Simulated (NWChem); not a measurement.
**One shape, several levels: SiH3Cl (chlorosilane)**

We compute a comparison of 4 runs (HF/aug-cc-pVDZ, r2SCAN/aug-cc-pVDZ, revPBE/aug-cc-pVDZ, CCSD/aug-cc-pVDZ) of SiH3Cl (chlorosilane). 

The results are computed with NWChem 7.3.0.

### 1 The system as given

SiH3Cl has 5 atoms, charge 0, and is taken as a singlet. As SMILES, `[SiH3]Cl`. The Si1–H5 distance was set to 3.258 Å, away from the relaxed value. At this shape a bond of the SMILES string is far longer than usual.

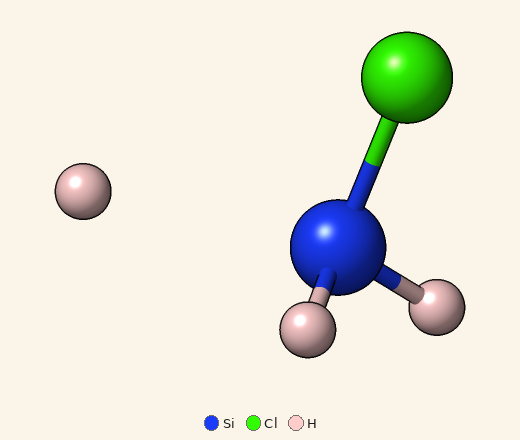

The structure, seen from a chosen angle (silicon blue, chlorine green, hydrogen pink).

### 2 A single-point energy at HF/aug-cc-pVDZ (run 1)

clh3si.xyz

```xyz
5

Si    -0.017442    -1.753530     0.057658
Cl     1.932858    -2.285630     0.418458
H     -0.856342    -2.260430     1.167658
H     -0.440142    -2.357830    -1.226342
H     -0.190800     1.495400    -0.104700
```

run.py

```python
from ase.io import read
from ase.calculators.nwchem import NWChem

system = read('clh3si.xyz')

calc = NWChem(
    label='clh3si',
    theory='scf',
    memory='2200 mb',
    basis='aug-cc-pVDZ',
    basispar='spherical bse',
    scf={'nopen': '0', 'rhf': None, 'thresh': '1e-08', 'maxiter': '80', 'print': 'low'},
    task='energy',
)
system.calc = calc

print(f"energy = {system.get_potential_energy():.6f} eV")
```

Started as:

```
$ export ASE_NWCHEM_COMMAND="nwchem PREFIX.nwi > PREFIX.nwo"
$ python run.py
```

Standard output:

```text
energy = -20409.351342 eV
```

The calculator wrote clh3si.nwi:

```
title "clh3si"

permanent_dir clh3si

scratch_dir clh3si

start clh3si

geometry units angstrom nocenter noautosym noautoz
  Si -1.7441999999999999e-02 -1.7535300000000000e+00 5.7658000000000001e-02
  Cl 1.9328580000000000e+00 -2.2856299999999998e+00 4.1845800000000000e-01
  H  -8.5634200000000005e-01 -2.2604299999999999e+00 1.1676580000000001e+00
  H  -4.4014199999999998e-01 -2.3578299999999999e+00 -1.2263420000000000e+00
  H  -1.9080000000000000e-01 1.4954000000000001e+00 -1.0470000000000000e-01
end

memory 2200 mb

basis spherical bse noprint
   * library aug-cc-pVDZ
end

scf
  nopen 0
  rhf
  thresh 1e-08
  maxiter 80
  print low
end

task scf energy
```

clh3si.nwo:

```text
Northwest Computational Chemistry Package (NWChem) 7.3.0
             --------------------------------------------------------

           Job information
           ---------------

    nwchem branch   = 7.3.0
    use scalapack   = T
    input           = clh3si.nwi
    prefix          = clh3si.
    data base       = clh3si/clh3si.db
    status          = startup
    nproc           =        1

           Memory information
           ------------------

    heap     =     72089598 doubles =      550.0 Mbytes
    stack    =     72089595 doubles =      550.0 Mbytes
    global   =    144179200 doubles =     1100.0 Mbytes (distinct from heap & stack)
    total    =    288358393 doubles =     2200.0 Mbytes
    verify   = yes
    hardfail = no

[... 37 lines left out ...]
            Nuclear Dipole moment (a.u.)
[... 39 lines left out ...]
                                 NWChem SCF Module
                                 -----------------

                                      clh3si

  ao basis        = "ao basis"
  functions       =    81
  atoms           =     5
  closed shells   =    17
  open shells     =     0
  charge          =   0.00
  wavefunction    = RHF
  input vectors   = atomic
  output vectors  = clh3si/clh3si.movecs
  use symmetry    = F
  symmetry adapt  = F

 Forming initial guess at       0.0s

 Starting SCF solution at       1.4s

       Final RHF  results
       ------------------

         Total SCF energy =   -750.029833955718
      One-electron energy =  -1200.416587758212
      Two-electron energy =    368.005751690925
 Nuclear repulsion energy =     82.381002111568

        Time for solution =     31.4s

 Task  times  cpu:       32.8s     wall:       32.8s
 Total times  cpu:       32.8s     wall:       32.8s
```

It took 34 s on 1 thread of Intel Xeon Platinum 8375C at 2.90GHz (Ice Lake), shared host; peak memory 0.097 GiB.

### 3 A single-point energy at r2SCAN/aug-cc-pVDZ (run 2)

run.nw

```
start run
memory total 2200 mb
charge 0

geometry noautosym nocenter noautoz
Si    -0.017442    -1.753530     0.057658
Cl     1.932858    -2.285630     0.418458
H     -0.856342    -2.260430     1.167658
H     -0.440142    -2.357830    -1.226342
H     -0.190800     1.495400    -0.104700
end

basis spherical bse
* library aug-cc-pVDZ
end

dft
xc r2scan
mult 1
grid xfine
convergence energy 1e-08
iterations 100
mulliken
noprint "final vectors analysis"
end

task dft energy
```

Started as:

```
$ nwchem run.nw > run.out
```

Standard output:

```text
[...]
          Wavefunction type:  closed shell.
          No. of atoms     :     5
          No. of electrons :    34
[...]
          Charge           :     0
          Spin multiplicity:     1
[...]
          AO basis - number of functions:    81
[...]
              XC Information
              --------------
                      r^2SCAN Method XC Functional
               r^2SCAN metaGGA Exchange Functional  1.000
                     r^2SCAN Correlation Potential  1.000
[...]
 d= 0,ls=0.0,diis     1   -751.2355109391 -8.34D+02  2.37D-02  3.20D-01     5.3
[...]
 d= 0,ls=0.0,diis    13   -751.3140542617 -3.83D-10  1.38D-07  6.86D-11    52.6
         Total DFT energy =     -751.314054261686
      One electron energy =    -1201.154408334370
           Coulomb energy =      417.499144192806
    Exchange-Corr. energy =      -50.039792231690
 Nuclear repulsion energy =       82.381002111568
[...]
      Total Density - Mulliken Population Analysis
     ---------------------------------------------
    Atom       Charge   Shell Charges
 -----------   ------   -------------------------------------------------------
    1 Si  14    13.79   2.00  2.03  0.82  0.59 -0.09  6.01  1.34  0.81  0.02  0.22  0.04
    2 Cl  17    17.33   2.00  2.03  0.94  0.99  0.07  6.00  3.07  2.14  0.04  0.02  0.02
    3 H    1     0.87   0.72  0.11  0.02  0.01  0.01
    4 H    1     0.87   0.72  0.11  0.02  0.01  0.01
    5 H    1     1.15   0.50  0.57  0.08  0.00  0.00
[...]
```

Wall time 53 s (1 thread of Intel Xeon Platinum 8375C at 2.90GHz (Ice Lake), shared host); peak memory 0.13 GiB.

Run 3 isn't shown in full; the table further down has it.

### 4 A single-point energy at CCSD/aug-cc-pVDZ (run 4)

clh3si.nw

```
start clh3si
memory total 2200 mb

geometry noautosym nocenter noautoz
  Si      -0.017442      -1.753530       0.057658
  Cl       1.932858      -2.285630       0.418458
  H       -0.856342      -2.260430       1.167658
  H       -0.440142      -2.357830      -1.226342
  H       -0.190800       1.495400      -0.104700
end

basis spherical bse
  Si library aug-cc-pVDZ
  Cl library aug-cc-pVDZ
  H library aug-cc-pVDZ
end

scf
  thresh 1e-08
  maxiter 80
  noprint "final vectors analysis"
end

ccsd
  freeze core 10
  maxiter 60
end

task ccsd energy
```

Started as:

```
$ nwchem clh3si.nw > clh3si.out
```

Standard output:

```text
[...]
  functions       =    81
[...]
  wavefunction    = RHF
[...]
         Total SCF energy =   -750.029833955445
      One-electron energy =  -1200.416587757736
      Two-electron energy =    368.005751690722
 Nuclear repulsion energy =     82.381002111568
        Time for solution =     32.1s
[...]
 Total MP2 energy:           -750.311576460970400
[...]
             energy      energy      error      ampl     ampl      Block
                                                time     time      time
[...]
 Total CCSD energy:           -750.372528311656879
[...]
```

Run time: 2.2 min. Hardware: 1 thread of Intel Xeon Platinum 8375C at 2.90GHz (Ice Lake), shared host; peak memory 0.13 GiB.

### 5 The series

```csv
run,level,iteration cap,module,energy (Eh),wall time
1,HF/aug-cc-pVDZ,80,scf,-750.029834,34 s
2,r2SCAN/aug-cc-pVDZ,100,dft,-751.314054,53 s
3,revPBE/aug-cc-pVDZ,100,dft,-751.239785,67 s
4,CCSD/aug-cc-pVDZ,80,ccsd,-750.372528,2.2 min
```

### 6 Outcome

```
                                           quantity          value
                                run 4: total energy  -750.37253 Eh
run 4: correlation energy (10 core orbitals frozen)     -342.7 mEh
```

In words: Totals of different functionals can't be ranked against each other. In runs 1, 2, 3, 4 a closed-shell determinant meets a far-stretched bond, which it describes badly. All runs together took 4.8 min, the longest 2.2 min.
